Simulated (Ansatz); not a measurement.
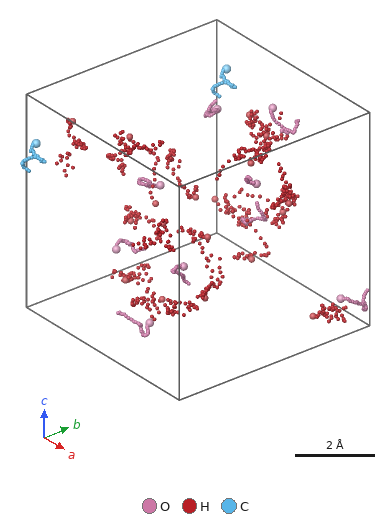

First-principles dynamics of a periodic cell with 8 H2O + 1 H2CO at 1.201 g/cm³, 150 fs long. Dots mark each atom's position at evenly spaced times, in the colour of its element; spheres stand at the starting positions. Seen from a free direction in the simulation cell.

Level of theory: Ansatz, DFT PBE-D3(BJ), scalar-relativistic, plane waves, PAW. Set-up: plane-wave cutoff 420 eV; k-point mesh 1 × 1 × 1; Fermi-Dirac smearing 0.05 eV; Langevin thermostat (NVT); set temperature 1000 K; time step 0.5 fs; friction 0.02 per fs.

Question: What do the traces tell about the motion?

Answer: In the second half of the run the atoms are, in the root-mean-square, this far from where they began (common drift taken out): H 0.91 Å, C 0.60 Å, O 0.57 Å. The heavy atoms stay within a fraction of a molecule's size of their starting places; so short a run doesn't tell a liquid from a solid. The mean temperature in the second half is 1050 K (standard deviation 161 K). The potential energy is still drifting at the end, so the run hasn't reached equilibrium. The potential energy in the second half lies on average 117 meV per atom above the first frame.

Limits of the set-up: the periodic images lie only 6.2 Å apart, so the values are limited by the cell's size.
